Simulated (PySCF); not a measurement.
C5H12F2Si

Input file:

```
{"job": {"kind": "nmr", "xc": "PBE0", "basis": "pcSseg-1"}, "charge": 0, "multiplicity": 1}
C     -1.898239     0.708034     1.296877
C     -0.737350     0.853080     0.319592
C     -0.147756    -0.486886    -0.131525
C     -1.127272    -1.262157    -1.010985
C      1.165669    -0.267581    -0.898344
Si     2.591687     0.420866     0.131317
F      3.980717    -0.030288    -0.528218
F      2.643719    -0.327558     1.546294
H     -2.741472     0.199320     0.837715
H     -2.235584     1.688297     1.625972
H     -1.587300     0.140883     2.171447
H      0.050076     1.433035     0.807278
H     -1.065898     1.414745    -0.558344
H      0.066134    -1.085384     0.760319
H     -1.368701    -0.690635    -1.905500
H     -2.048994    -1.473121    -0.476196
H     -0.694944    -2.212293    -1.317394
H      1.486190    -1.227597    -1.315396
H      0.963922     0.379706    -1.754921
H      2.700246     1.836213     0.396979
```

Run with:

```sh
OMP_NUM_THREADS=1 python probes_run.py task.json out
```

Geometry: GFN2-xTB.

These are results of PBE0/pcSseg-1, SCF density, gas phase, non-relativistic (PySCF), not measurements.

> What can the converged electron density and electron localisation function tell about the bonding?

C–C (1.52 Å): ρ at the midpoint is about 1.6 e/Å³; the ELF peaks at about 0.95 between the atoms, as expected for a shared electron pair.
C–H (1.09 Å): the density is about 2 e/Å³ at the midpoint; the ELF climbs to about 1 towards the hydrogen, as it does in any bond to H: a covalent bond by its length.

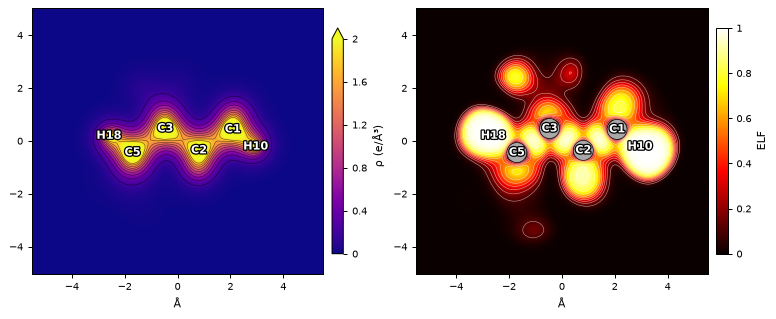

Computed electron density and electron localisation function on the plane of atoms C3, C5 and H18, in this order. Grey discs cover the atomic cores in the ELF map. 
